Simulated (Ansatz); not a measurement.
**GeH₄O (triplet): trial inputs and their diagnosis**

3 inputs are run for GeH₄O (triplet) as typed; the log has to tell whether the result can be used and what must change.

Computed with Ansatz 0.2.0, Gaussian basis. Level: the settings change from run to run.

17 further runs of the same task are left out: 1 for a known fault of the program, 6 that didn't finish, 10 set aside as unsound or not needed.

## 1. The geometry

The geometry is a PBE0/def2-TZVP stationary point (not a proven minimum) of the parent state, kept for this charge and spin. No spin-orbit coupling is included. The filled d shell of Ge may be among the frozen orbitals whatever the setting's name suggests; the logs give the count.

6 atoms, charge 0, spin multiplicity 3.

Atoms are counted from 1 here; the program's logs count them from 0.

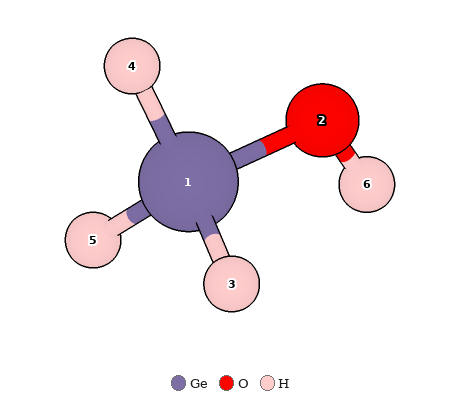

The structure; germanium purple, oxygen red, hydrogen pink; atoms are numbered from 1 in the order of the file.

## 2. Attempt 1

Input file in.yaml:

```yaml
crystal:
  periodic: [false, false, false]
  atoms:
    - {symbol: Ge, position_ang: [0.000000, -0.011677, 0.315636]}
    - {symbol: O, position_ang: [0.000000, 0.105329, -1.463675]}
    - {symbol: H, position_ang: [1.259685, -0.760144, 0.793059]}
    - {symbol: H, position_ang: [0.000000, 1.443682, 0.790510]}
    - {symbol: H, position_ang: [-1.259685, -0.760144, 0.793059]}
    - {symbol: H, position_ang: [0.000000, -0.753786, -1.890382]}
basis:
  gaussian: {orbitals: def2-SVP}
magnetization: {spin_polarized: false, initial_magnetization: 2}
correlation: {method: fic_mrcisd_q, electrons: outside_noble_gas, active_space: {window: {electrons: 4, orbitals: 4}, states: [{multiplicity: 3, weights: [1, 1]}], root: 5}}
```

Run with:

```bash
$ ansatz run in.yaml --threads 1 --pin off --events-out ev --progress --plain --max-ram 2393MiB
```

The log of the run:

```text
Error: the active space averages no state 5, counted from zero
```

Run time: 0.03 s. Hardware: 1 thread of Intel Xeon at 2.50GHz, shared host.

What is wrong: The run was refused. The root asked for lies beyond the states averaged. Cure: average more states or name a lower root.

## 3. Attempt 2

Input file in.yaml:

```yaml
crystal:
  periodic: [false, false, false]
  atoms:
    - {symbol: Ge, position_ang: [0.000000, -0.011677, 0.315636]}
    - {symbol: O, position_ang: [0.000000, 0.105329, -1.463675]}
    - {symbol: H, position_ang: [1.259685, -0.760144, 0.793059]}
    - {symbol: H, position_ang: [0.000000, 1.443682, 0.790510]}
    - {symbol: H, position_ang: [-1.259685, -0.760144, 0.793059]}
    - {symbol: H, position_ang: [0.000000, -0.753786, -1.890382]}
basis:
  gaussian: {orbitals: 6-31G}
magnetization: {spin_polarized: false, initial_magnetization: 2}
correlation: {method: sc_nevpt2, electrons: outside_noble_gas, active_space: {window: {electrons: 4, orbitals: 4}, places: [1, 2]}}
```

The command is unchanged.

The log of the run:

```text
Error: invalid value for `correlation.active_space`: name one of window, places and ras
```

It took 0.03 s on 1 thread of Intel Xeon at 2.50GHz, shared host.

Diagnosis: The run was refused. The active space is defined twice. Fix: keep one definition.

## 4. Attempt 3

Input file in.yaml:

```yaml
crystal:
  periodic: [false, false, false]
  atoms:
    - {symbol: Ge, position_ang: [0.000000, -0.006179, 0.167035]}
    - {symbol: O, position_ang: [0.000000, 0.055740, -0.774577]}
    - {symbol: H, position_ang: [0.666625, -0.402268, 0.419687]}
    - {symbol: H, position_ang: [0.000000, 0.763997, 0.418338]}
    - {symbol: H, position_ang: [-0.666625, -0.402268, 0.419687]}
    - {symbol: H, position_ang: [0.000000, -0.398904, -1.000390]}
basis:
  gaussian: {orbitals: cc-pVDZ}
magnetization: {spin_polarized: true, initial_magnetization: 2}
correlation: {method: bccd, electrons: outside_noble_gas}
scf: {lower_state_search: off}
```

The command is unchanged.

The log of the run, shortened:

```text
Functional definition: HF
  name "HF"
  cite "Fock, Z. Phys. 61, 126 (1930) doi:10.1007/BF01340294"
  parent pbe
[...]
628 factors; integrals over basis functions are off by at most 3.0e-4 eV
[...]
mean field -58427.83730333 eV, -2147.1834170867 hartree, gradient 1.6e-6 eV, S^2 2.013574; 0 other end points of the search recorded, 0 dependent functions left out
15 core orbitals not correlated: weight in the atoms' cores, before any rotation towards them, 0.816 or more for the frozen orbitals, at most 0.159 for the correlated occupied ones
reference -58427.83730333 eV, -2147.1834170867 hartree; 8, 6 occupied and 38, 40 virtual orbitals, 628 factors
second order -7.21665582 eV of doubles, -0.00000000 eV of singles
cycle   1  -7.66375440 eV  change   -4.5e-1 eV  update   6.1e-2
[...]
cycle  12  -7.88400213 eV  change    8.0e-6 eV  update   1.2e-5
Total energy: -58435.72130546 eV, -2147.4731488211 hartree
Checks for a lower state left out: stability, starts, cluster_reference, orbital_swaps, neighbouring_geometries, increment
```

It took 6 s on 1 thread of Intel Xeon at 2.50GHz, shared host.

What is wrong: The run converged, which proves nothing about the input. The coordinates are scaled by the bohr-ångström factor. The shortest distance is 0.51 Å, against 0.96 Å in the geometry of step 1. Its energy belongs to another geometry. To mend it, restore the coordinates in ångström.

## 5. Summary

| attempt | level | ended | cause | time |
| --- | --- | --- | --- | --- |
| 1 | MRCISD+Q(4,4)/def2-SVP | refused | the root asked for lies beyond the states averaged | 0.03 s |
| 2 | NEVPT2(4,4)/6-31G | refused | the active space is defined twice | 0.03 s |
| 3 | BCCD on UHF/cc-pVDZ | converged | the coordinates are scaled by the bohr-ångström factor | 6 s |

2 refused, 1 converged. The input that converges on a wrong geometry or spin is the dangerous one: no error points at it, so geometry and ⟨S²⟩ have to be checked.
